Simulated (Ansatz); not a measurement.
# BH2SCl (SMILES SBCl) at r2SCAN/STO-3G

What is the vertical ionisation energy of BH2SCl at r2SCAN/STO-3G? 

Program for the calculation: Ansatz 0.2.0.

61 further runs of the same task are left out: 1 that didn't finish, 60 set aside as unsound or not needed.

### 1 The system as given

The species is BH2SCl (5 atoms), meant as a singlet with charge 0. SMILES: `SBCl`. The coordinates come from a PBE0-D4/def2-TZVP relaxation. This is one conformer, not always the lowest.

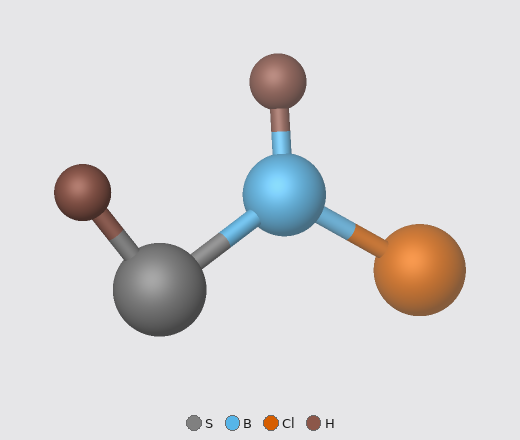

The structure, seen from a chosen angle (sulfur grey, boron blue, chlorine orange, hydrogen brown).

### 2 A single-point energy at r2SCAN/STO-3G

The input, job.yaml:

```yaml
crystal:
  periodic: [false, false, false]
  atoms:
    - symbol: S
      position_ang: [-1.294500, -0.008800, -0.323500]
    - symbol: B
      position_ang: [0.402900, -0.217800, 0.164700]
    - symbol: Cl
      position_ang: [0.888700, -1.738900, 0.868900]
    - symbol: H
      position_ang: [-1.157600, 1.248200, -0.777100]
    - symbol: H
      position_ang: [1.210400, 0.643400, 0.025700]
basis:
  gaussian: {orbitals: STO-3G}
hamiltonian: {xc: r2scan}
accuracy: high
```

On the command line:

```
$ ansatz run job.yaml --threads 1 --pin off --max-ram 2610MiB --events-out events.jsonl --progress --plain --runs-dir runs
```

The log of the run:

```text
Warning: RAYON_NUM_THREADS=1 ignored (pool sized by the plan → 1); use --threads N
Functional definition: r2SCAN
  name "r2SCAN"
  parameter k0 = 0.174
  parameter k1 = 0.065
  parameter a1 = 4.9479
  exchange = r2scan_x(k0 = k0, k1 = k1, a1 = a1)
  correlation = r2scan_c
450 factors; integrals over basis functions are off by at most 2.0e-8 eV
mean field evaluation 1: about -23802.4064 eV, gradient 1.1e1 eV
mean field evaluation 2: about -23802.2225 eV, gradient 1.4e1 eV
mean field evaluation 4: about -23802.9776 eV, gradient 9.8e-1 eV
mean field evaluation 8: about -23802.9315 eV, gradient 6.2e-3 eV
mean field evaluation 16: about -23802.9315 eV, gradient 9.7e-9 eV
mean field -23802.93145716 eV, -874.7415968442 hartree, gradient 9.7e-9 eV, S^2 0.000000; 0 other end points of the search recorded, 0 dependent functions left out
reference -23802.93145749 eV, -874.7415968564 hartree; 20, 20 occupied and 5, 5 virtual orbitals, 450 factors
Total energy: -23802.93145749 eV, -874.7415968564 hartree
```

It took 3.3 s on 1 thread of Arm Neoverse V1, shared host; peak memory 0.15 GiB.

### 3 The doublet cation

The input, input.yaml:

```yaml
basis:
  gaussian:
    orbitals: STO-3G
crystal:
  periodic: [false, false, false]
  atoms:
    - {symbol: S, position_ang: [-1.294500, -0.008800, -0.323500]}
    - {symbol: B, position_ang: [0.402900, -0.217800, 0.164700]}
    - {symbol: Cl, position_ang: [0.888700, -1.738900, 0.868900]}
    - {symbol: H, position_ang: [-1.157600, 1.248200, -0.777100]}
    - {symbol: H, position_ang: [1.210400, 0.643400, 0.025700]}
total_charge: 1
magnetization:
  spin_polarized: true
  initial_magnetization: 1
hamiltonian:
  xc: r2scan
accuracy: high
```

On the command line:

```
$ ansatz run input.yaml --threads 1 --pin off --max-ram 2610MiB --events-out events.jsonl --progress --plain --runs-dir runs
```

The log of the run, cut to the lines that bear on the results:

```text
Warning: RAYON_NUM_THREADS=1 ignored (pool sized by the plan → 1); use --threads N
[... 7 set-up lines as earlier in the session ...]
450 factors; integrals over basis functions are off by at most 2.0e-8 eV
mean field evaluation 1: about -23791.9448 eV, gradient 1.3e1 eV
mean field evaluation 2: about -23777.5380 eV, gradient 4.2e1 eV
mean field evaluation 4: about -23793.7629 eV, gradient 6.1e0 eV
mean field evaluation 8: about -23794.1593 eV, gradient 1.1e-1 eV
mean field evaluation 16: about -23794.1596 eV, gradient 6.5e-5 eV
mean field evaluation 32: about -23794.1423 eV, gradient 8.4e-1 eV
mean field -23794.15958610 eV, -874.4192365284 hartree, gradient 3.3e-8 eV, S^2 0.758906; 4 other end points of the search recorded, 0 dependent functions left out
reference -23794.15958677 eV, -874.4192365530 hartree; 20, 19 occupied and 5, 6 virtual orbitals, 450 factors
Total energy: -23794.15958677 eV, -874.4192365530 hartree
```

Wall time 7.8 s (1 thread of Arm Neoverse V1, shared host); peak memory 0.25 GiB.

### 4 Outcome

Level: r2SCAN/STO-3G.

```
                                          quantity          value
                      singlet BH2SCl: total energy  -874.74160 Eh
                      doublet cation: total energy  -874.41924 Eh
                              doublet cation: ⟨S²⟩          0.759
vertical ionisation energy (to the doublet cation)       8.772 eV
```

**Reading.** The vertical ionisation energy comes to 8.77 eV (846 kJ/mol). In a minimal basis such a difference can be off by several eV, whatever the method.
